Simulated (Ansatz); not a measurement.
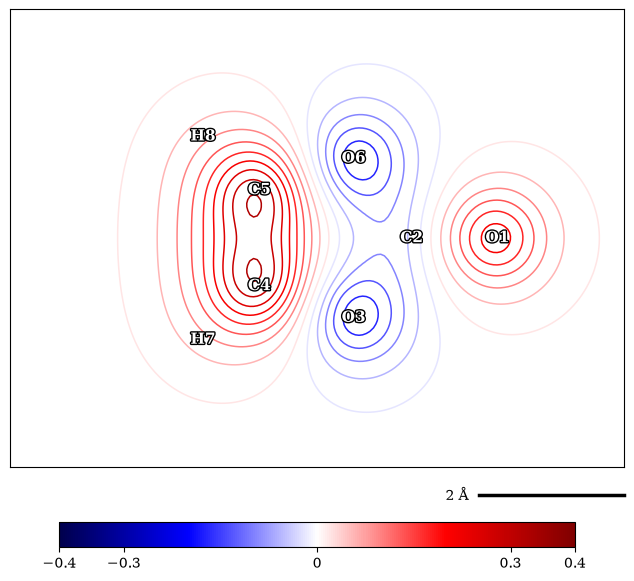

Figure 1: C3H2O3 (SMILES O=c1occo1). The HOMO on a plane 0.8 Å above the molecular plane (values in Å⁻³ᐟ²; the overall sign is arbitrary).

Geometry: PBE0-D4/def2-TZVP.

Method: RKS PBE0-D4/def2-TZVPP in Ansatz 0.2.0.

Input

```
crystal:
  periodic: [false, false, false]
  atoms:
    - {symbol: O, position_ang: [-0.915329, -0.363615, 2.265744]}
    - {symbol: C, position_ang: [-0.473445, -0.193478, 1.181864]}
    - {symbol: O, position_ang: [-0.933958, -0.755734, 0.032109]}
    - {symbol: C, position_ang: [-0.145786, -0.299289, -0.993326]}
    - {symbol: C, position_ang: [0.768996, 0.515899, -0.492392]}
    - {symbol: O, position_ang: [0.585820, 0.598544, 0.864323]}
    - {symbol: H, position_ang: [-0.366206, -0.643400, -1.987765]}
    - {symbol: H, position_ang: [1.572107, 1.083873, -0.926357]}
basis:
  gaussian: {orbitals: def2-TZVPP}
hamiltonian: {xc: pbe0, dispersion: d4}
output: {orbitals: {seedname: orbitals}}
```

Launched as:

```sh
ansatz run in.yaml --threads 4 --pin off --events-out ev --progress --plain --max-ram 10444MiB
```

Q: Where does this orbital lie, and at what energy?

A: By Hirshfeld shares it lies mainly on C4 (about 25 %), C5 (about 25 %), O1 (about 15 %), O3 (about 10 %) and O6 (about 10 %); it changes sign across the molecular plane (π type); π-bonding across C4–C5; π-antibonding (a node) across O3–C4 and C5–O6. Its energy is −7.45 eV.
